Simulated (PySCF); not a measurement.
**TeI₃⁺: a ladder of methods**

Aim: at the PBE0 minimum of singlet TeI₃⁺, found before, compare methods on energies and levels.

The runs use PySCF 2.14.0; several methods, basis Te def2-SVP with ECP28, I def2-SVP with ECP28, scalar-relativistic core potentials, no spin–orbit coupling, density fitting.

## Step 1: Starting geometry

4 atoms, charge 1, spin multiplicity 1.

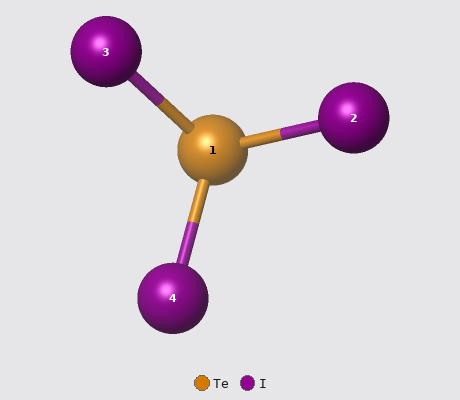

As it starts; tellurium orange, iodine purple; atoms are numbered from 1 in the order of the file.

Z-matrix (Å, degrees; charge 1 multiplicity 1):
```
Te
I  1 2.6775
I  1 2.6775 2 102.67
I  1 2.6775 2 102.67 3 -106.32
```

## Step 2: PBE0

The steps are one call of a driver around PySCF; scf.py gives each level's set-up. Each SCF starts from the density of the minimum. The driver also runs the species with one electron less or more at the same geometry (one less: multiplicity 2, one more: multiplicity 2); their logs are not shown.

File scf.py:

```python
from pyscf import gto, scf, dft
mol = gto.M(atom='''
Te    -0.000000     0.000000    -0.863467
I      2.414057    -0.000020     0.294676
I     -1.207011     2.090645     0.294676
I     -1.207046    -2.090624     0.294676''',
    basis={'Te': 'def2-SVP', 'I': 'def2-SVP'},
    ecp={'Te': 'def2-SVP', 'I': 'def2-SVP'},
    charge=1, spin=0)
mf = dft.RKS(mol, xc='PBE0')
mf.grids.atom_grid = (99, 590)
aux = {'Te': 'def2-universal-JKFIT', 'I': 'def2-universal-JKFIT'}
mf = mf.density_fit(auxbasis=aux)
mf.kernel()
```

## Step 3: HF

Edit scf.py of step 2 so:

```diff
@@ -10,2 +10 @@
-mf = dft.RKS(mol, xc='PBE0')
-mf.grids.atom_grid = (99, 590)
+mf = scf.RHF(mol)
```

## Step 4: MP2

Edit scf.py of step 3 so:

```diff
@@ -13,0 +14,2 @@
+from pyscf.mp import dfmp2
+dfmp2.DFMP2(mf, frozen=16).kernel()  # the driver gives MP2 a fitting basis of its own (RI)
```

## Step 5: PBE

Edit scf.py of step 4 so:

```diff
@@ -10 +10,2 @@
-mf = scf.RHF(mol)
+mf = dft.RKS(mol, xc='PBE')
+mf.grids.atom_grid = (99, 590)
@@ -14,2 +14,0 @@
-from pyscf.mp import dfmp2
-dfmp2.DFMP2(mf, frozen=16).kernel()  # the driver gives MP2 a fitting basis of its own (RI)
```

## Step 6: r2SCAN

Edit scf.py of step 5 so:

```diff
@@ -10 +10 @@
-mf = dft.RKS(mol, xc='PBE')
+mf = dft.RKS(mol, xc='R2SCAN')
```

## Step 7: B3LYP

Edit scf.py of step 6 so:

```diff
@@ -10 +10 @@
-mf = dft.RKS(mol, xc='R2SCAN')
+mf = dft.RKS(mol, xc='B3LYP')
```

## Step 8: TPSSh

Edit scf.py of step 7 so:

```diff
@@ -10 +10 @@
-mf = dft.RKS(mol, xc='B3LYP')
+mf = dft.RKS(mol, xc='TPSSH')
```

(Steps that only read results are left out.)

What does the calculation give? Wanted: vertical ionisation energy, range; vertical electron affinity, range; orbital gap, range.

As calculated:

| quantity | value |
| --- | --- |
| vertical ionisation energy, range | 13.67 (PBE) to 14.53 (HF) eV |
| vertical electron affinity, range | 6.34 (HF) to 6.99 (r2SCAN) eV |
| orbital gap, range | 2.07 (PBE) to 9.14 (HF) eV |

**Reading.** The vertical ionisation energy spreads over 0.86 eV, from PBE to HF; without a CCSD(T) value for it there is no yardstick here.  Spin–orbit coupling is left out.
